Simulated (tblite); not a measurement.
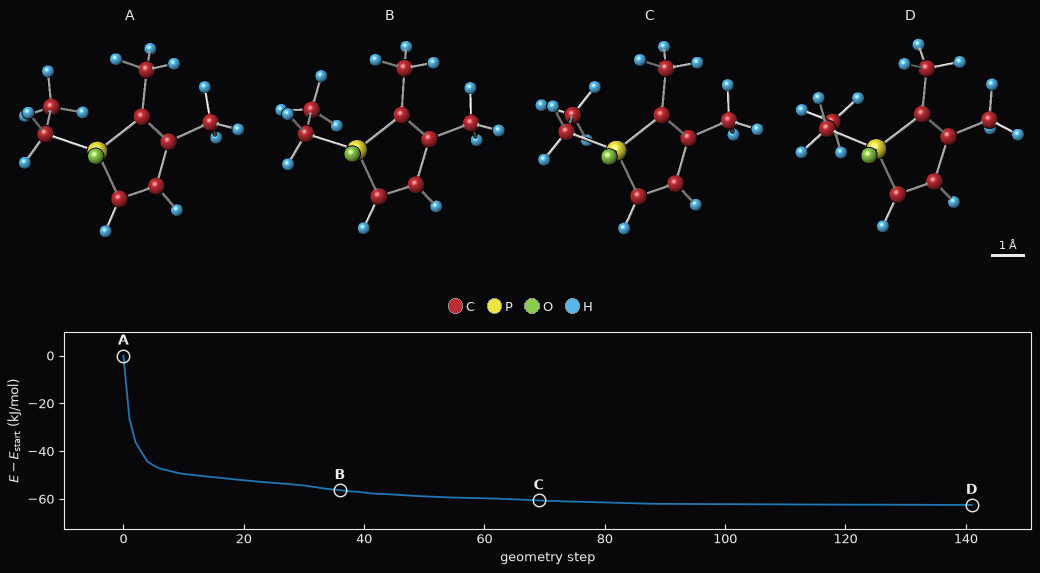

Frames of a relaxation of C$_{8}$H$_{13}$OP, marked on the history of the run. Style: ball-and-stick. Shown face on.

The calculation used GFN2-xTB geometry optimisation, gas phase (tblite). 

Question: Describe the path.

Answer: The largest moves after the best rigid fit, 1.42 Å, are those of H atoms. By element the largest moves are H 1.42 Å, C 0.54 Å, O 0.22 Å, P 0.16 Å. Among the contacts that change: C–C 1.418 → 1.464 Å, C–H 1.126 → 1.088 Å, C–P 1.781 → 1.818 Å, C–P 1.794 → 1.826 Å. Among the angles between lasting bonds that change: O–P–C 111.0° → 117.7°, H–C–H 115.0° → 108.6°, C–C–C 120.0° → 126.4°. Groups turn about C–C by about 40°, C–P by about 30°, C–C by about 20°. Over 141 geometry steps the energy falls by 62.5 kJ/mol. From step 0 to 36: an H atom moves most (0.48 Å), energy −56.3 kJ/mol. From step 36 to 69: an H atom moves most (0.60 Å), energy −4.29 kJ/mol. From step 69 to 141: an H atom moves most (0.46 Å), energy −1.89 kJ/mol.

```
step  E − E(0), kJ/mol
   0              0.00
   1            -26.36
   2            -36.16
   3            -40.37
   4            -44.31
   5            -45.98
   6            -47.22
   7            -47.85
   8            -48.47
   9            -49.08
  10            -49.54
  17            -51.39
  24            -53.09
  31            -54.71
  38            -56.88
  44            -58.02
  51            -59.02
  58            -59.60
  65            -60.15
  72            -60.86
  79            -61.41
  86            -61.93
  93            -62.09
 100            -62.20
 107            -62.29
 113            -62.32
 120            -62.37
 127            -62.40
 134            -62.47
 141            -62.51
```
